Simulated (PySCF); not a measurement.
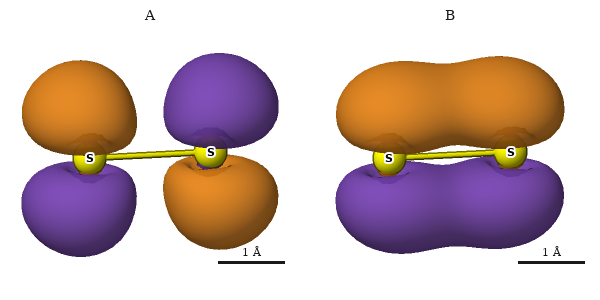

Figure 1: S₂ (triplet). Two frontier α-spin orbitals, each drawn at the value that holds 80 % of its norm (orange and purple are the two phases), in no order; of a degenerate pair one member is drawn.

Theory: PySCF, PBE0/aug-pcseg-1, non-relativistic, at a bond length of 1.913 Å.

Name the orbitals and rank them from lowest to highest energy.

Answer. Orbital B: πu, occupied in this spin, −10.85 eV; with no node between the nuclei, bonding.
Orbital A: πg, occupied in this spin, −7.23 eV; antibonding, with a node between the atoms.
